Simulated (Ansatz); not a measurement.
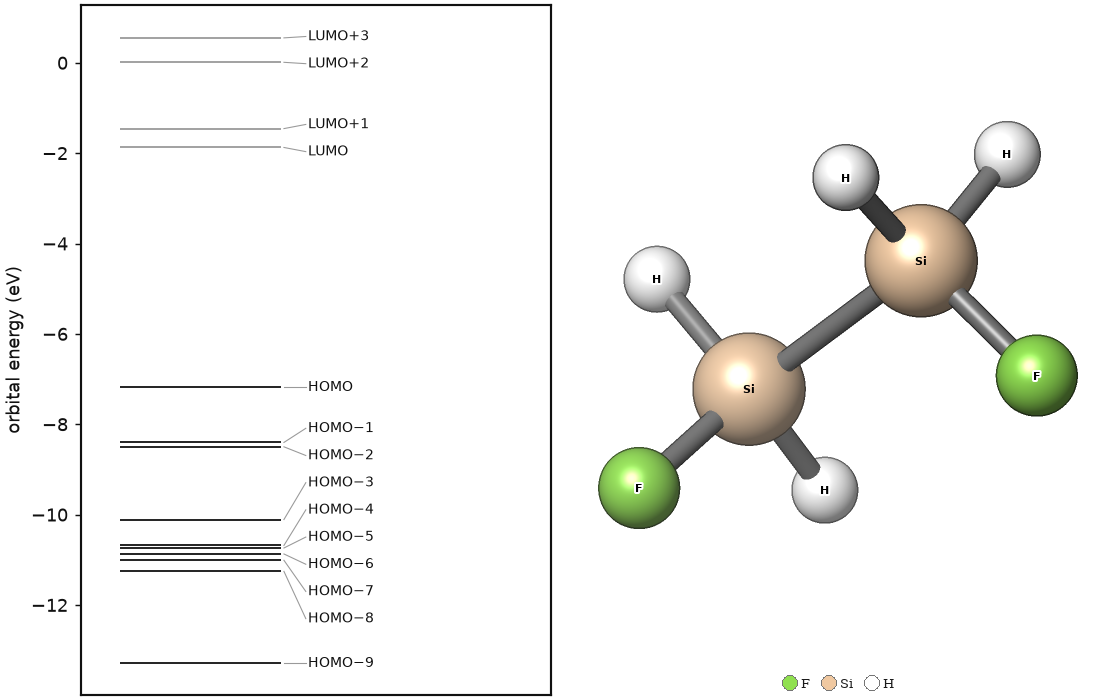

Si₂H₄F₂, SMILES F[SiH2][SiH2]F. Kohn-Sham orbital energies near the frontier, PBE/def2-TZVPP, the Ansatz code 0.2.0, at a PBE0-D4/def2-TZVP geometry (no frequency check), isolated molecule; empty levels in grey, levels within 0.03 eV side by side.

Where do the frontier orbitals lie?

HOMO at −7.18 eV, LUMO at −1.87 eV, 5.31 eV apart.

List the levels.

```
orbital  energy (eV)
 LUMO+3         0.55
 LUMO+2         0.01
 LUMO+1        −1.46
   LUMO        −1.87
   HOMO        −7.18
 HOMO−1        −8.40
 HOMO−2        −8.50
 HOMO−3       −10.11
 HOMO−4       −10.68
 HOMO−5       −10.74
 HOMO−6       −10.87
 HOMO−7       −11.01
 HOMO−8       −11.26
 HOMO−9       −13.29
```

Known limits of this run: one conformer of a flexible molecule; empty levels above zero depend strongly on the basis.
